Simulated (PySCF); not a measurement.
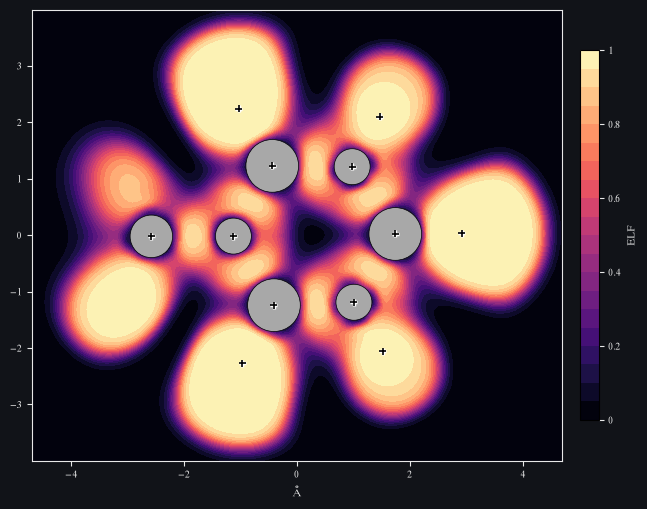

The ELF on a plane through atoms (crosses mark nuclei in the plane; grey discs cover the cores).

Level of theory: PBE0/def2-SVPD, SCF density, gas phase in PySCF.

Candidates:
A. CH8B3N3 (SMILES CN1BNBNB1)
B. C5H9F (SMILES CCC1(F)CC1)
C. C3H5F5Si (SMILES FC(F)(F)C(F)(F)C[SiH3])

Which system is this?

Candidate A: CH8B3N3 on the plane of atoms B5, N4 and H12, which holds C, N, B and H. B–N (1.41 Å): the ELF peaks at about 0.95 between the atoms: a short, strongly polar bond. C–N (1.45 Å): the ELF peaks at about 0.95 between the atoms, as expected for localised, covalent bonding.
